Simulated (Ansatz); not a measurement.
The starting structures come from a database of crystals and need not be the phases stable at ambient conditions.

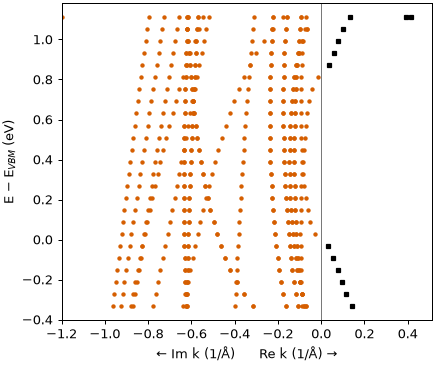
Complex bands at the centre of the two-dimensional zone; r2SCAN (Ansatz, an electronic-structure program)

No gap correction and no spin-orbit coupling; mid-gap values are interpolated between computed energies.

Q: This is Bi$_{2}$TeSe$_{2}$ (R-3m, not sure to be the ambient phase, 5 atoms a cell, 30.0 Å³ an atom) along the normal of (110). Read off the slowest decay at the centre of the two-dimensional zone at 0.39 eV, the computed energy nearest the middle of the gap.

A: κ ≈ 0.09 1/Å, a decay length 1/(2κ) of the density of 5.9 Å.
